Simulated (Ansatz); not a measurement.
Sc$_{2}$SnS$_{4}$

The calculation's input:

```
crystal:
  lattice:
    - [-2.5219315605, 2.5219315605, 6.4219419839]
    - [2.5219315605, -2.5219315605, 6.4219419839]
    - [2.5219315605, 2.5219315605, -6.4219419839]
  atoms:
    - { symbol: Sc, position: [0.6209642357, 0.6209642357, 0.0] }
    - { symbol: Sc, position: [0.3790357643, 0.3790357643, 0.0] }
    - { symbol: Sn, position: [0.0, 0.0, 0.0] }
    - { symbol: S, position: [0.0, 0.5, 0.5] }
    - { symbol: S, position: [0.5, 0.0, 0.5] }
    - { symbol: S, position: [0.7975156357, 0.7975156357, 0.0] }
    - { symbol: S, position: [0.2024843643, 0.2024843643, 0.0] }
kpoints:
  mp_grid: { grid: [6, 6, 6] }
hamiltonian:
  xc: r2scan
  dispersion: rvv10
scf:
  occupations: { method: fermi_dirac, width: 0.03 }
relax:
  f_tol: 0.01
  cell: {}
  max_steps: 120
output:
  write_density: true
  write_potential: true
  elf: true
  volumetric_format: npy
```

Command:

```sh
ansatz run input.yaml --threads 4 --pin off --max-ram 4608MiB --backend cpu --events-out ev --progress --plain --runs-dir out
```

Below, planes, directions and counts refer to the conventional cell (a = 5.06 Å, b = 5.06 Å, c = 12.91 Å, α = 90.00°, β = 90.00°, γ = 90.00°).

The fields are those of the run's last geometry, not of the input's.

Space group I4/mmm; a structure from a database of computed crystals, not necessarily the ambient phase; started from the K2MgH4-139 prototype, which need not be the ambient phase.

Computed with Ansatz, DFT, r2SCAN+rVV10, plane waves, PAW.

The density is the valence pseudo-density of a PAW calculation; it isn't the true density close to the nuclei.

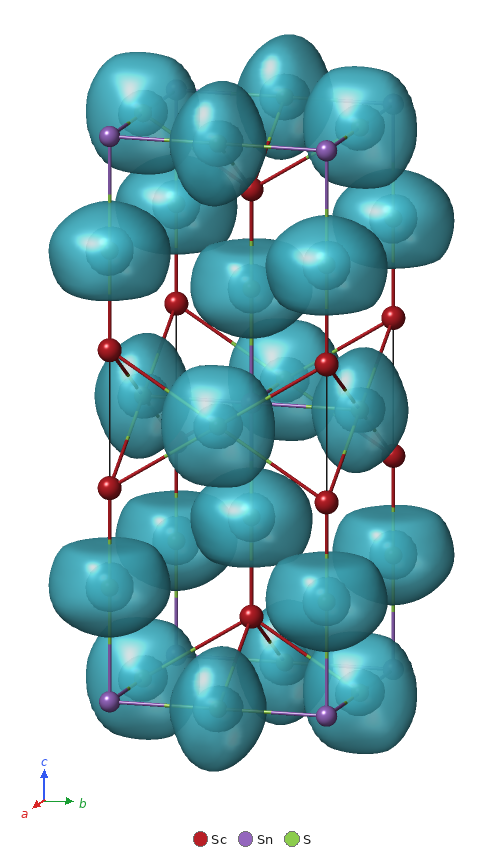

Figure 1. Isosurface of the electron localisation function at 0.7 (cyan), seen slightly off an axis. Only the valence region is drawn (cores and ρ < 0.01 e/Å³ removed). Sticks mark near contacts.

Q: Describe the localisation domains.

A: The ELF exceeds this value in eight regions wrapped around S (the valence shell of each), counted in one cell of 14 atoms. Any copies at cell faces, edges or corners count once. Profiles from the grid: Sc–S (2.27 Å): the ELF peaks at about 0.85 in the valence shell of S, 0.8 Å from its nucleus, and is about 0.45 at the midpoint. Sn–S (2.53 Å): the ELF peaks at about 0.85 in the valence shell of S, 0.8 Å from its nucleus, and is about 0.50 at the midpoint.

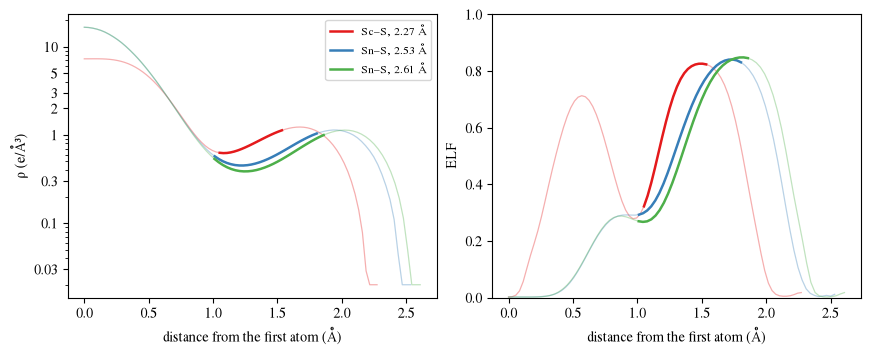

Figure 2. Valence electron density and electron localisation function along straight lines between neighbouring atoms. Thin, pale parts lie inside the atomic spheres.

Q: What can be read from the curves?

A: Sc–S (2.27 Å): ρ at the midpoint is about 0.63 e/Å³; the ELF peaks at about 0.85 in the valence shell of S, 0.8 Å from its nucleus, and is about 0.45 at the midpoint.
Sn–S (2.53 Å): the density is about 0.45 e/Å³ at the midpoint; the ELF peaks at about 0.85 in the valence shell of S, 0.8 Å from its nucleus, and is about 0.50 at the midpoint.
Sn–S (2.61 Å): ρ is about 0.39 e/Å³ halfway; the ELF peaks at about 0.85 in the valence shell of S, 0.8 Å from its nucleus, and is about 0.45 at the midpoint.
